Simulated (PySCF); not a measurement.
Saddle-point search, with input and output: BHCl2 (part 2 of 3)

Continued. System: BHCl2. Method: SVWN-RPA/cc-pVDZ-DK, RKS, sfX2C (PySCF 2.14.0). 

Geometry of the input (Å):
```
B  -0.0673  -0.1124  0.0012
Cl 1.6334  -0.1458  0.0126
Cl -0.8935  1.3753  -0.0175
H  -1.4607  0.0869  -0.0124
```

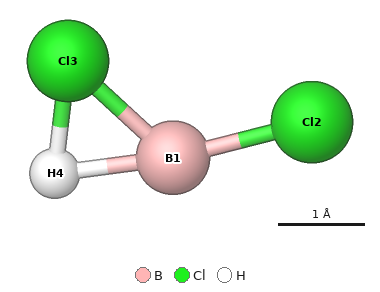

Fig. 1: The structure as given in the input (ball-and-stick view, seen at a tilt; atoms are numbered from 1 in the order of the input).

### Log, continued
```
----------------------------------------------
cycle 12: E = -946.229644594  dE = -0.007868  norm(grad) = 0.109654
Step   11 : Displace = 2.982e-02/4.433e-02 (rms/max) Trust = 3.000e-02 (=) Grad = 5.483e-02/8.092e-02 (rms/max) E (change) = -946.2296445941 (-7.868e-03) Quality = 0.944
Hessian Eigenvalues:  -1.353e-01 -9.882e-02 -9.727e-02 -3.461e-02 -1.642e-02  3.937e-05  2.283e-02
 3.475e-02  1.171e-01  2.114e-01  2.557e-01  2.274e+00    .....    2.114e-01  2.557e-01  2.274e+00

Geometry optimization cycle 13
Cartesian coordinates (Angstrom)
 Atom        New coordinates             dX        dY        dZ
   B  -0.197175   0.090388   0.069710   -0.003922  0.027876  0.052935
  Cl   1.478408  -0.249232   0.004193   -0.010638 -0.007044  0.001582
  Cl  -0.962501   1.615528   0.154047    0.018412  0.027270  0.122292
   H  -1.299604  -0.296875   0.078552   -0.001662 -0.044317  0.061078
converged SCF energy = -946.240476885592
--------------- sfX2C1eRKS_Scanner gradients ---------------
         x                y                z
0 B     0.0111509690    -0.0041409307    -0.0000225238
1 Cl    -0.0004224350     0.0023692013    -0.0000571360
2 Cl    -0.0126712014    -0.0651377146    -0.0026840552
3 H     0.0019574161     0.0669009348     0.0026992578
----------------------------------------------
cycle 13: E = -946.240476886  dE = -0.0108323  norm(grad) = 0.0951043
Step   12 : Displace = 3.167e-02/4.790e-02 (rms/max) Trust = 3.000e-02 (=) Grad = 4.755e-02/6.698e-02 (rms/max) E (change) = -946.2404768856 (-1.083e-02) Quality = 0.894
Hessian Eigenvalues:  -1.052e-01 -9.882e-02 -9.725e-02 -3.427e-02 -1.642e-02  3.936e-05  3.451e-02
 3.953e-02  1.168e-01  2.119e-01  2.557e-01  2.336e+00    .....    2.119e-01  2.557e-01  2.336e+00

Geometry optimization cycle 14
Cartesian coordinates (Angstrom)
 Atom        New coordinates             dX        dY        dZ
   B  -0.287638   0.392364   0.295931   -0.090463  0.301976  0.226221
  Cl   1.245508  -0.319187   0.259722   -0.232900 -0.069955  0.255529
  Cl  -0.651189   2.048483   0.492132    0.311312  0.432955  0.338085
   H  -1.380085   0.102501   0.258558   -0.080481  0.399376  0.180006
converged SCF energy = -946.257415814857
--------------- sfX2C1eRKS_Scanner gradients ---------------
         x                y                z
0 B    -0.0021833890    -0.0166952100    -0.0034615129
1 Cl    -0.0126377927     0.0076535740     0.0011797292
2 Cl    -0.0178630372    -0.0437489740    -0.0048146193
3 H     0.0326274540     0.0527936712     0.0071151343
----------------------------------------------
cycle 14: E = -946.257415815  dE = -0.0169389  norm(grad) = 0.081693
Step   13 : Displace = 7.661e-02/1.108e-01 (rms/max) Trust = 3.000e-02 (=) Grad = 4.085e-02/6.247e-02 (rms/max) E (change) = -946.2574158149 (-1.694e-02) Quality = 0.341
Hessian Eigenvalues:  -1.045e-01 -9.882e-02 -3.434e-02 -1.642e-02 -4.500e-03  3.936e-05  2.913e-02
 3.493e-02  1.168e-01  2.119e-01  2.583e-01  2.362e+00    .....    2.119e-01  2.583e-01  2.362e+00

Geometry optimization cycle 15
Cartesian coordinates (Angstrom)
 Atom        New coordinates             dX        dY        dZ
   B  -0.277155   0.390494   0.342424    0.010483 -0.001870  0.046493
  Cl   1.270578  -0.315665   0.239845    0.025070  0.003522 -0.019877
  Cl  -0.651370   2.033915   0.601733   -0.000181 -0.014568  0.109601
   H  -1.389940   0.069196   0.310131   -0.009855 -0.033304  0.051573
converged SCF energy = -946.260804263496
--------------- sfX2C1eRKS_Scanner gradients ---------------
         x                y                z
0 B     0.0074774160    -0.0079810890    -0.0024433211
1 Cl    -0.0058777195     0.0039036864     0.0010586906
2 Cl    -0.0174275223    -0.0420444901    -0.0059417237
3 H     0.0158019164     0.0461184627     0.0073575939
----------------------------------------------
cycle 15: E = -946.260804263  dE = -0.00338845  norm(grad) = 0.0686585
Step   14 : Displace = 1.510e-02/2.352e-02 (rms/max) Trust = 1.500e-02 (-) Grad = 3.433e-02/4.930e-02 (rms/max) E (change) = -946.2608042635 (-3.388e-03) Quality = 0.878
Hessian Eigenvalues:  -9.908e-02 -7.342e-02 -3.399e-02 -1.642e-02 -4.742e-03  3.928e-05  2.182e-02
 3.505e-02  1.174e-01  2.131e-01  2.654e-01  2.393e+00    .....    2.131e-01  2.654e-01  2.393e+00

Geometry optimization cycle 16
Cartesian coordinates (Angstrom)
 Atom        New coordinates             dX        dY        dZ
   B  -0.290840   0.410621   0.337514   -0.013685  0.020127 -0.004910
  Cl   1.245615  -0.324117   0.212949   -0.024962 -0.008451 -0.026896
  Cl  -0.644359   2.053264   0.601706    0.007011  0.019349 -0.000027
   H  -1.401837   0.046654   0.303391   -0.011898 -0.022543 -0.006740
converged SCF energy = -946.264979592528
--------------- sfX2C1eRKS_Scanner gradients ---------------
         x                y                z
0 B     0.0114731671    -0.0022141986    -0.0013855722
1 Cl    -0.0054212616     0.0025667418     0.0007971036
2 Cl    -0.0159984587    -0.0399211102    -0.0057248214
3 H     0.0099333385     0.0395672840     0.0063435075
----------------------------------------------
cycle 16: E = -946.264979593  dE = -0.00417533  norm(grad) = 0.0613349
Step   15 : Displace = 2.076e-02/3.045e-02 (rms/max) Trust = 2.121e-02 (+) Grad = 3.067e-02/4.339e-02 (rms/max) E (change) = -946.2649795925 (-4.175e-03) Quality = 0.908
Hessian Eigenvalues:  -9.909e-02 -3.414e-02 -2.857e-02 -1.642e-02 -2.762e-03  3.966e-05  3.480e-02
 4.416e-02  1.336e-01  2.233e-01  2.650e-01  2.458e+00    .....    2.233e-01  2.650e-01  2.458e+00

Geometry optimization cycle 17
Cartesian coordinates (Angstrom)
 Atom        New coordinates             dX        dY        dZ
   B  -0.325754   0.426530   0.338391   -0.034914  0.015909  0.000877
  Cl   1.201819  -0.327337   0.158671   -0.043796 -0.003220 -0.054278
  Cl  -0.638920   2.077308   0.632168    0.005438  0.024044  0.030462
   H  -1.407494   0.013154   0.307525   -0.005657 -0.033500  0.004134
converged SCF energy = -946.2697540379
--------------- sfX2C1eRKS_Scanner gradients ---------------
         x                y                z
0 B     0.0024214657    -0.0049495060    -0.0011441664
1 Cl    -0.0043154670     0.0011273352     0.0004386289
2 Cl    -0.0140648521    -0.0315073162    -0.0048299588
3 H     0.0159779524     0.0353206474     0.0055427386
----------------------------------------------
cycle 17: E = -946.269754038  dE = -0.00477445  norm(grad) = 0.0529073
Step   16 : Displace = 2.974e-02/4.308e-02 (rms/max) Trust = 3.000e-02 (+) Grad = 2.645e-02/3.916e-02 (rms/max) E (change) = -946.2697540379 (-4.774e-03) Quality = 0.936
Hessian Eigenvalues:  -7.932e-02 -3.415e-02 -2.170e-02 -1.638e-02 -2.797e-03  3.963e-05  2.941e-02
 3.753e-02  1.357e-01  2.270e-01  2.648e-01  2.497e+00    .....    2.270e-01  2.648e-01  2.497e+00

Geometry optimization cycle 18
Cartesian coordinates (Angstrom)
 Atom        New coordinates             dX        dY        dZ
   B  -0.396285   0.452200   0.310773   -0.070531  0.025670 -0.027618
  Cl   1.105586  -0.329208   0.042142   -0.096233 -0.001871 -0.116529
  Cl  -0.609862   2.104188   0.635451    0.029059  0.026880  0.003282
   H  -1.504035   0.013916   0.303475   -0.096540  0.000762 -0.004050
converged SCF energy = -946.274033351673
--------------- sfX2C1eRKS_Scanner gradients ---------------
         x                y                z
0 B     0.0147685825     0.0054019946     0.0007824101
1 Cl    -0.0048941422     0.0026937841     0.0006091622
2 Cl    -0.0111073735    -0.0315186179    -0.0053808080
3 H     0.0012559066     0.0234054612     0.0039728333
----------------------------------------------
cycle 18: E = -946.274033352  dE = -0.00427931  norm(grad) = 0.044614
Step   17 : Displace = 3.300e-02/4.828e-02 (rms/max) Trust = 3.000e-02 (=) Grad = 2.231e-02/3.385e-02 (rms/max) E (change) = -946.2740333517 (-4.279e-03) Quality = 0.807
Hessian Eigenvalues:  -7.059e-02 -3.410e-02 -1.642e-02 -1.181e-02 -2.631e-03  3.926e-05  2.615e-02
 3.740e-02  1.344e-01  2.405e-01  2.656e-01  2.543e+00    .....    2.405e-01  2.656e-01  2.543e+00

Geometry optimization cycle 19
Cartesian coordinates (Angstrom)
 Atom        New coordinates             dX        dY        dZ
   B  -0.447280   0.463390   0.307799   -0.050995  0.011190 -0.002974
  Cl   1.033508  -0.339408  -0.045520   -0.072078 -0.010200 -0.087662
  Cl  -0.632142   2.126959   0.681517   -0.022280  0.022771  0.046067
   H  -1.508491  -0.008338   0.312888   -0.004457 -0.022254  0.009413
converged SCF energy = -946.276158726451
--------------- sfX2C1eRKS_Scanner gradients ---------------
         x                y                z
0 B    -0.0024207612    -0.0059467623     0.0003532949
1 Cl    -0.0032005877    -0.0004779142    -0.0002102727
2 Cl    -0.0110167689    -0.0183228715    -0.0031584170
3 H     0.0166546794     0.0247594097     0.0030147567
----------------------------------------------
cycle 19: E = -946.276158726  dE = -0.00212537  norm(grad) = 0.0376621
Step   18 : Displace = 3.124e-02/4.418e-02 (rms/max) Trust = 3.000e-02 (=) Grad = 1.883e-02/2.999e-02 (rms/max) E (change) = -946.2761587265 (-2.125e-03) Quality = 0.713
Hessian Eigenvalues:  -4.229e-02 -3.378e-02 -1.644e-02 -1.186e-02 -8.446e-03 -2.439e-03  4.116e-05
 3.612e-02  1.417e-01  2.580e-01  2.775e-01  2.638e+00    .....    2.580e-01  2.775e-01  2.638e+00

Geometry optimization cycle 20
Cartesian coordinates (Angstrom)
 Atom        New coordinates             dX        dY        dZ
   B  -0.498522   0.479387   0.268480   -0.051242  0.015997 -0.039319
  Cl   0.944044  -0.329167  -0.201108   -0.089464  0.010242 -0.155588
  Cl  -0.577939   2.129198   0.680802    0.054203  0.002239 -0.000715
   H  -1.608335   0.033019   0.325583   -0.099844  0.041357  0.012696
converged SCF energy = -946.277211679277
--------------- sfX2C1eRKS_Scanner gradients ---------------
         x                y                z
0 B     0.0130727063     0.0046318127     0.0014832072
1 Cl    -0.0036157282     0.0028661196     0.0005707392
2 Cl    -0.0095261557    -0.0243935598    -0.0051857285
3 H     0.0000552292     0.0169233991     0.0031220591
----------------------------------------------
cycle 20: E = -946.277211679  dE = -0.00105295  norm(grad) = 0.035
Step   19 : Displace = 2.879e-02/3.918e-02 (rms/max) Trust = 3.000e-02 (=) Grad = 1.750e-02/2.670e-02 (rms/max) E (change) = -946.2772116793 (-1.053e-03) Quality = 0.438
Hessian Eigenvalues:  -4.734e-02 -3.339e-02 -1.642e-02 -8.834e-03 -2.446e-03  4.024e-05  9.354e-03
 3.693e-02  1.446e-01  2.602e-01  2.904e-01  2.699e+00    .....    2.602e-01  2.904e-01  2.699e+00

Geometry optimization cycle 21
Cartesian coordinates (Angstrom)
 Atom        New coordinates             dX        dY        dZ
   B  -0.514550   0.486093   0.259315   -0.016028  0.006705 -0.009165
  Cl   0.911602  -0.337391  -0.238506   -0.032442 -0.008225 -0.037398
  Cl  -0.587888   2.139336   0.684610   -0.009950  0.010139  0.003808
   H  -1.601463   0.039062   0.322168    0.006872  0.006042 -0.003416
converged SCF energy = -946.277335702736
--------------- sfX2C1eRKS_Scanner gradients ---------------
         x                y                z
0 B     0.0037978779    -0.0009756944     0.0016624381
1 Cl    -0.0035968003     0.0014725248     0.0002037377
2 Cl    -0.0101014440    -0.0203887994    -0.0041874713
3 H     0.0098798048     0.0199168784     0.0022997434
----------------------------------------------
cycle 21: E = -946.277335703  dE = -0.000124023  norm(grad) = 0.0326825
Step   20 : Displace = 1.440e-02/2.121e-02 (rms/max) Trust = 1.440e-02 (-) Grad = 1.634e-02/2.314e-02 (rms/max) E (change) = -946.2773357027 (-1.240e-04) Quality = 0.451
Hessian Eigenvalues:  -3.595e-02 -3.006e-02 -1.642e-02 -8.679e-03 -2.432e-03  4.023e-05  6.694e-03
 3.657e-02  1.471e-01  2.604e-01  3.219e-01  2.818e+00    .....    2.604e-01  3.219e-01  2.818e+00

Geometry optimization cycle 22
Cartesian coordinates (Angstrom)
 Atom        New coordinates             dX        dY        dZ
   B  -0.490193   0.494347   0.259548    0.024357  0.008254  0.000234
  Cl   0.941482  -0.330626  -0.233585    0.029879  0.006765  0.004921
  Cl  -0.560416   2.150850   0.681021    0.027472  0.011513 -0.003589
   H  -1.576008   0.030430   0.317830    0.025455 -0.008632 -0.004337
converged SCF energy = -946.278116901854
--------------- sfX2C1eRKS_Scanner gradients ---------------
         x                y                z
0 B     0.0041347579     0.0002644336     0.0018816125
1 Cl    -0.0022313978     0.0005030134    -0.0002865587
2 Cl    -0.0094092164    -0.0183528732    -0.0037306201
3 H     0.0074885118     0.0176132790     0.0021152067
----------------------------------------------
cycle 22: E = -946.278116902  dE = -0.000781199  norm(grad) = 0.028915
Step   21 : Displace = 7.343e-03/1.087e-02 (rms/max) Trust = 7.198e-03 (-) Grad = 1.446e-02/2.096e-02 (rms/max) E (change) = -946.2781169019 (-7.812e-04) Quality = 0.907
Hessian Eigenvalues:  -3.772e-02 -1.678e-02 -1.619e-02 -7.910e-03 -2.433e-03  4.026e-05  3.297e-02
 3.794e-02  1.507e-01  2.670e-01  3.228e-01  2.819e+00    .....    2.670e-01  3.228e-01  2.819e+00

Geometry optimization cycle 23
Cartesian coordinates (Angstrom)
 Atom        New coordinates             dX        dY        dZ
   B  -0.448740   0.498069   0.272026    0.041453  0.003722  0.012477
  Cl   1.000613  -0.314614  -0.193135    0.059131  0.016012  0.040450
  Cl  -0.527697   2.161085   0.682540    0.032719  0.010235  0.001519
   H  -1.523595   0.006525   0.312409    0.052412 -0.023905 -0.005421
converged SCF energy = -946.278971134446
--------------- sfX2C1eRKS_Scanner gradients ---------------
         x                y                z
0 B     0.0026756851    -0.0009196828     0.0017278620
1 Cl    -0.0020943555     0.0004540688    -0.0002948852
2 Cl    -0.0080272951    -0.0153760665    -0.0031592737
3 H     0.0074325939     0.0158743997     0.0017169314
----------------------------------------------
cycle 23: E = -946.278971134  dE = -0.000854233  norm(grad) = 0.0252329
Step   22 : Displace = 1.020e-02/1.404e-02 (rms/max) Trust = 1.018e-02 (+) Grad = 1.262e-02/1.763e-02 (rms/max) E (change) = -946.2789711344 (-8.542e-04) Quality = 0.947
Hessian Eigenvalues:  -2.082e-02 -1.639e-02 -1.430e-02 -6.887e-03 -2.390e-03  4.039e-05  2.197e-02
 3.677e-02  1.507e-01  2.670e-01  3.233e-01  2.825e+00    .....    2.670e-01  3.233e-01  2.825e+00

Geometry optimization cycle 24
Cartesian coordinates (Angstrom)
 Atom        New coordinates             dX        dY        dZ
   B  -0.379791   0.528098   0.257551    0.068949  0.030030 -0.014474
  Cl   1.074363  -0.275157  -0.219446    0.073750  0.039457 -0.026311
  Cl  -0.437455   2.192917   0.664750    0.090242  0.031832 -0.017790
   H  -1.452043   0.011515   0.302070    0.071552  0.004991 -0.010339
converged SCF energy = -946.279911704138
--------------- sfX2C1eRKS_Scanner gradients ---------------
         x                y                z
0 B     0.0035612638     0.0013169254     0.0021341367
1 Cl    -0.0013264081     0.0007195320    -0.0003423056
2 Cl    -0.0062175528    -0.0142267762    -0.0031087399
3 H     0.0039639502     0.0122243286     0.0013106444
----------------------------------------------
cycle 24: E = -946.279911704  dE = -0.00094057  norm(grad) = 0.0209512
Step   23 : Displace = 1.424e-02/1.933e-02 (rms/max) Trust = 1.440e-02 (+) Grad = 1.048e-02/1.583e-02 (rms/max) E (change) = -946.2799117041 (-9.406e-04) Quality = 0.889
Hessian Eigenvalues:  -2.202e-02 -1.635e-02 -8.177e-03 -5.095e-03 -2.389e-03  4.047e-05  2.243e-02
 3.714e-02  1.510e-01  2.670e-01  3.250e-01  2.831e+00    .....    2.670e-01  3.250e-01  2.831e+00

Geometry optimization cycle 25
Cartesian coordinates (Angstrom)
 Atom        New coordinates             dX        dY        dZ
   B  -0.288216   0.547410   0.259158    0.091574  0.019312  0.001606
  Cl   1.189303  -0.263721  -0.140175    0.114940  0.011436  0.079271
  Cl  -0.366990   2.229587   0.626677    0.070465  0.036670 -0.038072
   H  -1.337639  -0.021603   0.274548    0.114404 -0.033118 -0.027522
converged SCF energy = -946.280899213902
--------------- sfX2C1eRKS_Scanner gradients ---------------
         x                y                z
0 B     0.0019435019     0.0008123224     0.0014118615
1 Cl    -0.0009032777    -0.0010239694    -0.0005656790
2 Cl    -0.0048448009    -0.0079432279    -0.0014742529
3 H     0.0038017625     0.0081914702     0.0006152881
----------------------------------------------
cycle 25: E = -946.280899214  dE = -0.00098751  norm(grad) = 0.0133898
Step   24 : Displace = 2.050e-02/2.873e-02 (rms/max) Trust = 2.036e-02 (+) Grad = 6.695e-03/9.420e-03 (rms/max) E (change) = -946.2808992139 (-9.875e-04) Quality = 0.846
Hessian Eigenvalues:  -1.936e-02 -1.633e-02 -6.479e-03 -2.954e-03 -2.386e-03  4.058e-05  2.062e-02
 3.695e-02  1.548e-01  2.671e-01  3.263e-01  2.834e+00    .....    2.671e-01  3.263e-01  2.834e+00

Geometry optimization cycle 26
Cartesian coordinates (Angstrom)
 Atom        New coordinates             dX        dY        dZ
   B  -0.152821   0.577243   0.276849    0.135395  0.029832  0.017692
  Cl   1.360349  -0.155952  -0.138301    0.171045  0.107768  0.001874
  Cl  -0.206891   2.260701   0.668510    0.160098  0.031114  0.041832
   H  -1.183797  -0.030379   0.291378    0.153842 -0.008776  0.016830
converged SCF energy = -946.281429447833
--------------- sfX2C1eRKS_Scanner gradients ---------------
         x                y                z
0 B    -0.0018413618    -0.0030599610     0.0005788033
1 Cl    -0.0007132393     0.0027294146     0.0004353122
2 Cl    -0.0002556530    -0.0054100066    -0.0015144776
3 H     0.0027598298     0.0057707299     0.0004957233
```
